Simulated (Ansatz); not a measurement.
# Si2Mo (I4/mmm): modes against uniaxial strain along c, part 2 of 3

Wanted: the shifts of the zone-centre modes of Si2Mo (I4/mmm) with strain.

Ansatz 0.2.0; DFT PBEsol, scalar-relativistic, plane waves, PAW; PAW set soft_1.

So far. Step 3 (Tight relaxation): The largest force component left is 0.63 meV/Å and the pressure is 0.001 GPa, within the tolerances set. The cell now holds 13.27 Å³/atom.

The database entry behind the starting cell is an old determination (1927), so it need not match the best structure at ambient conditions.

## 4. Modes at rest

The force constants come from the linear response of the density to a displacement.

The modes at rest are the reference of the series.

File input.yaml:

```yaml
crystal:
  lattice:
    - [-1.595247443, 1.595247443, 3.9102846035]
    - [1.595247443, -1.595247443, 3.9102846035]
    - [1.595247443, 1.595247443, -3.9102846035]
  atoms:
    - { symbol: Si, position: [0.3350931527, 0.3350931527, 0.0] }
    - { symbol: Si, position: [0.6649068473, 0.6649068473, 0.0] }
    - { symbol: Mo, position: [0.0, 0.0, 0.0] }
kpoints:
  mp_grid: { grid: [20, 20, 20] }
hamiltonian:
  xc: pbesol
  pseudopotentials: { kind: paw, azcp: { folder: soft_1 }, xc_functional: pbe }
scf:
  occupations: { method: methfessel_paxton, width: 0.2 }
output:
  eigenvalues: true
phonons:
  method: dfpt
```

Run with:

```bash
$ ansatz run input.yaml --threads 4 --pin off --max-ram 10240MiB --backend cpu --events-out ev --progress --plain --runs-dir out
```

Numbers of over 12 decimals in the logs are rounded to 6 here.

The program printed:

```text
zone centre: on kpoints.mp_grid the ground state, and the responses unless they are solved on pairs of k-points, stand on 1166 of the mesh's 8000 k-points, reduced under 4 symmetry operations, with k and −k counted as one. Each operation leaves every solved displacement unchanged or reverses it
[...]
Crystal: 3 atoms, lattice volume = 39.804 Å³
Basis set: ecut = 420 eV, 769 PW (Γ), exchange–correlation on 64×64×64 points (8 copies of the dense FFT grid, shifted against one another)
Bands: 15, of which v1, the nominal top of the filled ones, is band 11 counted from 1 (10 counted from 0)
Symmetry: 16 space group operations
k-points: 1166 of 8000 (irreducible under 4 space group operations, time reversal used)
[...]
SCF iter   1: F=—  HF=-6143.567021 eV  |F-HF|=—  |Δ(HF+E_count)|=         —  Δρ=9.35e-2  dr2=5.19e0  ethr=3.10e-3  ⟨swp⟩=5.3  Hψ=100416  notcnv=0
[...]
SCF iter   9: F=-6142.300021 eV  HF=-6142.300021 eV  |F-HF|=1.82e-12  |Δ(HF+E_count)|=  4.91e-11  S|Δr|=    0.00e0  Δρ=1.21e-7  dr2=5.48e-12  ethr=1.00e-12  ⟨swp⟩=5.5  Hψ=75511  notcnv=0
the search or the solves at the SCF's close seem to have found levels that the self-consistency loop had missed (the run counts 4). By its estimate they hold under 1e-12 electrons; where the run keeps them, the occupations were computed again with them
SCF 1 converged in 9 iterations: F = -6142.300021 eV  dr2 = 5.48e-12
[...]
DFPT response loops at Γ: preconditioner auto → Kerker (q_TF=auto, 2.472 Å⁻¹) (partly filled bands, converged f_vac=0.000); β = 1.00, the filter's whole step (`scf.mixing.beta` (0.50) is not read by the response loops under this deck's `scf.mixing.preconditioner`; to damp them name `kerker` or `kerker_dos`, under which they read `scf.mixing.beta`, and type it under 1.00, their step now; both keys bind the ground state too); Broyden in place of MSR1
SCF converged after 9 iterations
[...]
Free energy (F): -6142.300021 eV
[...]
Internal energy: -6142.300656 eV  (E = F + TS)
E sigma→0 (E₀):  -6142.300180 eV
Entropy (-TS):   0.000635 eV (0.212 meV/atom)
Fermi energy:    16.052985 eV
[...]
--- Band table (eV; the first three rows and the last of 1166) ---
  k-point 0: bands = [... 7 lower, 12.9242, 13.4214, 13.4214, 16.4436, 19.2047, 19.2932, 19.6151, 19.6151]
  k-point 1: bands = [... 7 lower, 12.9471, 13.2137, 13.7940, 16.1343, 19.0147, 19.3772, 19.4971, 19.6546]
  k-point 2: bands = [... 7 lower, 12.6959, 13.0177, 14.3343, 15.3690, 18.5716, 19.4185, 19.6808, 19.7534]
  k-point 1165: bands = [... 7 lower, 13.8316, 15.4740, 15.4740, 15.6009, 15.6009, 16.5794, 20.8285, 21.3079]
--- Phonons (Γ-DFPT): 4 representative perturbations + reference, on 1166 of 8000 k-points (Σ response iterations 12) ---
  k mesh reduced under 4 symmetry operations, with k and −k counted as one. Each operation leaves every solved displacement unchanged or reverses it
  ASR residual: 3.581e-5 → 0.000e0 eV/Å²; symmetrization residual: 2.451e-6 eV/Å²
  ASR residual per site (eV/Å²): 3.58e-5 3.58e-5 1.65e-5
  Γ frequencies (cm⁻¹): 0.00 0.00 0.00 277.86 277.86 318.58 333.01 333.01 437.70
  non-analytic LO–TO correction: not included (Born effective charges unavailable; polar crystals: no LO–TO splitting at Γ)
```

Elapsed: 93 s, on 4 threads of Arm Neoverse V1, shared host; peak memory 2.1 GiB; 5.9 min of CPU time.

Numbers from this step:

```
sum-rule residual before enforcement                    : 3.58e-5 eV/Å²
point group                                             : 4/mmm
highest optical mode at the zone centre (no LO-TO term) : 437.7 cm⁻¹
lowest optical zone-centre mode                         : 277.9 cm⁻¹
```

Patterns of degenerate modes are one choice out of their space. The modes at Γ (shares of kinetic energy by element, %):

| mode | frequency (cm⁻¹) | symmetry | Si % | Mo % |
| --- | --- | --- | --- | --- |
| 1 | 0.0 | acoustic | 37 | 63 |
| 2 | 0.0 | acoustic | 37 | 63 |
| 3 | 0.0 | acoustic | 37 | 63 |
| 4 | 277.9 | Eu | 63 | 37 |
| 5 | 277.9 | Eu | 63 | 37 |
| 6 | 318.6 | A2u | 63 | 37 |
| 7 | 333.0 | Eg | 100 | 0 |
| 8 | 333.0 | Eg | 100 | 0 |
| 9 | 437.7 | A1g | 100 | 0 |

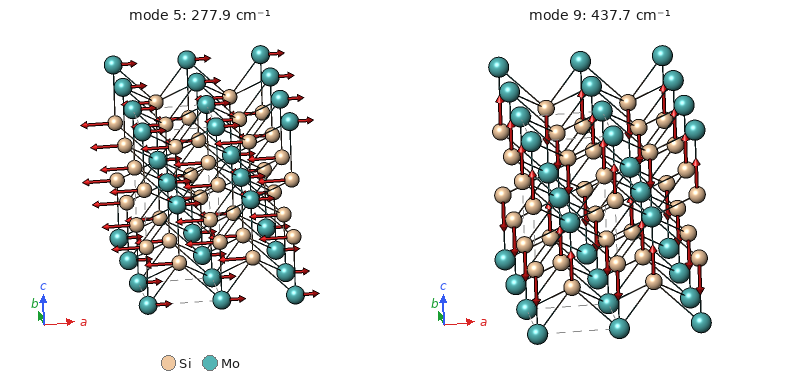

Displacement patterns of modes 5 and 9 at Γ; arrows are exaggerated. 2×3×1 conventional cells are drawn. Some periodic images of atoms are drawn too.

Before it was imposed, the acoustic sum rule was missed by 3.6e-5 eV/Å². Small misses are needed for a sound result but don't prove that mesh and cutoff are converged. The lowest optical mode is real, 278 cm⁻¹.

## 5. A member of the series: uniaxial strain of +4 % along c

The cell takes a uniaxial strain of +4 % along c. The strained length and the angles are held, while the rest of the cell and the atoms relax.

input.yaml, the sections that differ from step 4:

```yaml
crystal:
  lattice:
    - [-1.5869683166, 1.5869683166, 4.0666959875]
    - [1.5869683166, -1.5869683166, 4.0666959875]
    - [1.5869683166, 1.5869683166, -4.0666959875]
  atoms:
    - { symbol: Si, position: [0.3358944051, 0.3358944051, 0.0] }
    - { symbol: Si, position: [0.6641055949, 0.6641055949, 0.0] }
    - { symbol: Mo, position: [0.0, 0.0, 0.0] }
  conventional_axes: [[0, 1, 1], [1, 0, 1], [1, 1, 0]]
output:
  forces: true
  stress: true
  eigenvalues: true
relax:
  adjacent_minimum: "off"
  f_tol: 0.001
  max_steps: 60
  cell: { stress_tol: 0.01, fix: [c, angles] }
# kpoints, hamiltonian, scf: as in step 4
# phonons: removed
```

The program printed:

```text
[...]
Crystal: 3 atoms, lattice volume = 40.967 Å³
Basis set: ecut = 420 eV, 793 PW (Γ), FFT grids on a1+a3, a2+a3, a3, exchange–correlation on 48×48×64 points (8 copies of the dense FFT grid, shifted against one another)
Bands: 15, of which v1, the nominal top of the filled ones, is band 11 counted from 1 (10 counted from 0)
Symmetry: 16 space group operations
[...]
--- Relaxed structure (5 steps of the walk, 5 accepted, 1 SCFs on fresh bases) ---
[...]
cell:  # Å, volume = 40.8283 Å³
    - [-1.584272, 1.584272, 4.0666959875]
    - [1.584272, -1.584272, 4.0666959875]
    - [1.584272, 1.584272, -4.0666959875]
  atoms:
    - { symbol: Si, position: [0.336236, 0.336236, 0] }
    - { symbol: Si, position: [0.663764, 0.663764, 0] }
    - { symbol: Mo, position: [0, 0, 0] }
[key lines of the parts left out:]
SCF converged after 5 iterations
Free energy (F): -6142.213903 eV
Fermi energy:    15.699309 eV
P = ⅓ Tr σ = -5.4806 GPa (-54.806 kbar)
```

It took 30 s on 4 threads; peak memory 0.65 GiB; 1.9 min of CPU time.

Step by step:

| step | energy less that of the first step (eV) | largest force component (eV/Å) | pressure (GPa) | volume (Å³) |
| --- | --- | --- | --- | --- |
| 1 | 0.0000 | 0.0490 | -6.21 | 40.97 |
| 2 | -0.0005 | 0.0047 | -5.17 | 40.76 |
| 3 | -0.0005 | 0.0075 | -5.47 | 40.82 |
| 4 | -0.0005 | 0.0012 | -5.47 | 40.83 |
| 5 | -0.0005 | 0.0000 | -5.48 | 40.83 |
| 6* | -0.0005 | 0.0000 | -5.48 | 40.83 |

Relaxation steps marked * repeat the geometry before them on a plane-wave basis chosen anew for their cell, so energy and pressure can jump there.

Forces are held to the 16 operations that the run works with; a distortion that breaks them can't arise in this run.

| conventional cell, symmetrised | before | after | change |
| --- | --- | --- | --- |
| a (Å) | 3.174 | 3.169 | -0.2 % |
| b (Å) | 3.174 | 3.169 | -0.2 % |
| c (Å) | 8.133 | 8.133 | -0.0 % |
| volume (Å³/atom) | 13.66 | 13.61 | -0.3 % |

Final coordinates:

```xyz
3
Lattice="-1.5843 1.5843 4.0667 1.5843 -1.5843 4.0667 1.5843 1.5843 -4.0667" Properties=species:S:1:pos:R:3 pbc="T T T"
Si    0.0000    0.0000    2.7347
Si    0.0000    0.0000    5.3987
Mo    0.0000    0.0000    0.0000
```

Numbers from this step:

```
pressure        : -5.481 GPa
volume per atom : 13.61 Å³
```

The largest force component left is 0.013 meV/Å.

## 6. Modes of this member: uniaxial strain of +4 % along c

The zone-centre modes follow for uniaxial strain of +4 % along c.

input.yaml, the sections that differ from step 5:

```yaml
crystal:
  lattice:
    - [-1.584271804, 1.584271804, 4.0666959875]
    - [1.584271804, -1.584271804, 4.0666959875]
    - [1.584271804, 1.584271804, -4.0666959875]
  atoms:
    - { symbol: Si, position: [0.3362356789, 0.3362356789, 0.0] }
    - { symbol: Si, position: [0.6637643211, 0.6637643211, 0.0] }
    - { symbol: Mo, position: [0.0, 0.0, 0.0] }
output:
  eigenvalues: true
phonons:
  method: dfpt
# kpoints, hamiltonian, scf: as in step 5
# relax: removed
```

The program printed:

```text
[...]
Crystal: 3 atoms, lattice volume = 40.828 Å³
Basis set: ecut = 420 eV, 793 PW (Γ), exchange–correlation on 64×64×64 points (8 copies of the dense FFT grid, shifted against one another)
Bands: 15, of which v1, the nominal top of the filled ones, is band 11 counted from 1 (10 counted from 0)
Symmetry: 16 space group operations
k-points: 1166 of 8000 (irreducible under 4 space group operations, time reversal used)
[...]
SCF iter   1: F=—  HF=-6143.493897 eV  |F-HF|=—  |Δ(HF+E_count)|=         —  Δρ=9.33e-2  dr2=5.40e0  ethr=3.10e-3  ⟨swp⟩=5.3  Hψ=99730  notcnv=0
[...]
SCF iter   9: F=-6142.213903 eV  HF=-6142.213903 eV  |F-HF|=0.00e0  |Δ(HF+E_count)|=  3.37e-11  S|Δr|=    0.00e0  Δρ=9.21e-8  dr2=3.86e-12  ethr=1.00e-12  ⟨swp⟩=5.2  Hψ=71028  notcnv=0
[...]
SCF 1 converged in 9 iterations: F = -6142.213903 eV  dr2 = 3.86e-12
[...]
SCF converged after 9 iterations
[...]
Free energy (F): -6142.213903 eV
[...]
Internal energy: -6142.215012 eV  (E = F + TS)
E sigma→0 (E₀):  -6142.214180 eV
Entropy (-TS):   0.001109 eV (0.370 meV/atom)
Fermi energy:    15.699309 eV
Step filling:    the computed levels leave a gap of 0.0000 eV = 0.0 smearing widths at the electron count; against every level under it full and every level over it empty, smearing changes F+E_penalty+E_count by +0.332 meV and its σ→0 estimate by +0.055 meV
[...]
--- Band table (eV; the first three rows and the last of 1166) ---
  k-point 0: bands = [... 7 lower, 12.5063, 13.2648, 13.2648, 16.1915, 18.9179, 19.0096, 19.3282, 19.3572]
  k-point 1: bands = [... 7 lower, 12.5311, 13.0495, 13.4595, 15.8899, 18.6395, 19.0287, 19.1096, 19.3852]
  k-point 2: bands = [... 7 lower, 12.5150, 12.6070, 13.8331, 15.1405, 18.1159, 19.0064, 19.1674, 19.4509]
  k-point 1165: bands = [... 7 lower, 13.4840, 15.0078, 15.0078, 15.4836, 15.4836, 16.2873, 19.4925, 20.3681]
[...]
ASR residual: 4.954e-5 → 0.000e0 eV/Å²; symmetrization residual: 1.780e-6 eV/Å²
  ASR residual per site (eV/Å²): 2.60e-5 2.60e-5 4.95e-5
  Γ frequencies (cm⁻¹): 0.00 0.00 0.00 273.79 274.24 274.24 321.74 321.74 385.38
[...]
```

Run time: 92 s. Hardware: 4 threads; peak memory 2.1 GiB; 5.9 min of CPU time.

Numbers from this step:

```
sum-rule residual before enforcement                    : 4.95e-5 eV/Å²
highest optical mode at the zone centre (no LO-TO term) : 385.4 cm⁻¹
lowest optical zone-centre mode                         : 273.8 cm⁻¹
```

Patterns of degenerate modes are one choice out of their space. Modes at Γ, with each element's share of the kinetic energy:

| mode | frequency (cm⁻¹) | symmetry | Si % | Mo % |
| --- | --- | --- | --- | --- |
| 1 | 0.0 | acoustic | 37 | 63 |
| 2 | 0.0 | acoustic | 37 | 63 |
| 3 | 0.0 | acoustic | 37 | 63 |
| 4 | 273.8 | A2u | 63 | 37 |
| 5 | 274.2 | Eu | 63 | 37 |
| 6 | 274.2 | Eu | 63 | 37 |
| 7 | 321.7 | Eg | 100 | 0 |
| 8 | 321.7 | Eg | 100 | 0 |
| 9 | 385.4 | A1g | 100 | 0 |

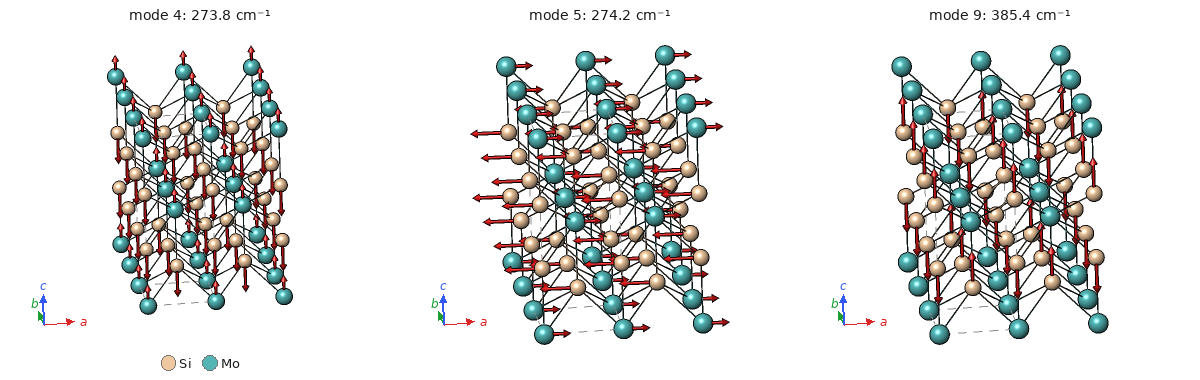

Displacement patterns of modes 4, 5 and 9 at Γ; arrows are exaggerated. 2×3×1 conventional cells are drawn. Some periodic images of atoms are drawn too.

The lowest optical mode is real, 274 cm⁻¹, and the highest lies at 385.4 cm⁻¹.

Between step 4 and this run (strain 4 %) the value for the highest optical mode at the zone centre (no LO-TO term) moves from 438 cm⁻¹ to 385 cm⁻¹ (-12 %).

## 7. A member of the series: uniaxial strain of -4 % along c

The cell takes a uniaxial strain of -4 % along c. The strained length and the angles are held, while the rest of the cell and the atoms relax.

input.yaml, the sections that differ from step 6:

```yaml
crystal:
  lattice:
    - [-1.6040284718, 1.6040284718, 3.7538732194]
    - [1.6040284718, -1.6040284718, 3.7538732194]
    - [1.6040284718, 1.6040284718, -3.7538732194]
  atoms:
    - { symbol: Si, position: [0.3346816684, 0.3346816684, 0.0] }
    - { symbol: Si, position: [0.6653183316, 0.6653183316, 0.0] }
    - { symbol: Mo, position: [0.0, 0.0, 0.0] }
  conventional_axes: [[0, 1, 1], [1, 0, 1], [1, 1, 0]]
output:
  forces: true
  stress: true
  eigenvalues: true
relax:
  adjacent_minimum: "off"
  f_tol: 0.001
  max_steps: 60
  cell: { stress_tol: 0.01, fix: [c, angles] }
# kpoints, hamiltonian, scf: as in step 6
# phonons: removed
```

The program printed:

```text
[...]
Crystal: 3 atoms, lattice volume = 38.633 Å³
Basis set: ecut = 420 eV, 761 PW (Γ), exchange–correlation on 60×60×60 points (8 copies of the dense FFT grid, shifted against one another)
Bands: 15, of which v1, the nominal top of the filled ones, is band 11 counted from 1 (10 counted from 0)
Symmetry: 16 space group operations
[...]
k-points: 641 of 8000
[...]
--- Relaxed structure (3 steps of the walk, 3 accepted, 1 SCFs on fresh bases) ---
[...]
cell:  # Å, volume = 38.7819 Å³
    - [-1.607106, 1.607106, 3.7538732194]
    - [1.607106, -1.607106, 3.7538732194]
    - [1.607106, 1.607106, -3.7538732194]
  atoms:
    - { symbol: Si, position: [0.334620, 0.334620, 0] }
    - { symbol: Si, position: [0.665380, 0.665380, 0] }
    - { symbol: Mo, position: [0, 0, 0] }
[key lines of the parts left out:]
SCF converged after 5 iterations
Free energy (F): -6142.190169 eV
Fermi energy:    16.396473 eV
P = ⅓ Tr σ = 7.6970 GPa (76.970 kbar)
```

It took 22 s on 4 threads; peak memory 0.65 GiB; 87 s of CPU time.

(Continued in part 3 of 3.)

[Logs are printed without paths, hosts, clocks, repeated set-up lines and the standing remarks that a program may print on its own settings, such as how far it seeks lower states.]

[Hosts, paths, dates, database ids (printed as entryN), source tags and the programs' standing remarks are cut or masked in the printed files.]
